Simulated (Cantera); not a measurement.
Input: 1 mol TiCl4, 19 mol O2, 1.7 mol N2, at 67000 Pa.

These are equilibrium values from Cantera (NASA tables, ideal gas, pure condensed phases), not measurements of a reactor. Candidate condensed phases: Ti, TiCl2, TiCl3, TiCl4, TiN, TiO, TiO2, Ti2O3, Ti3O5, Ti4O7; 21 gas species. Condensed phases not in the tables: TiOCl. The numbers say what is thermodynamically allowed, not how fast it happens.

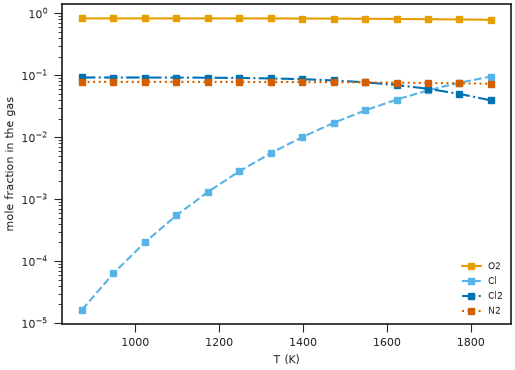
Figure: Equilibrium gas composition (values under 1e-9 drawn at 1e-9)

From 873 K to 1848 K the condensed part is TiO2(rutile).
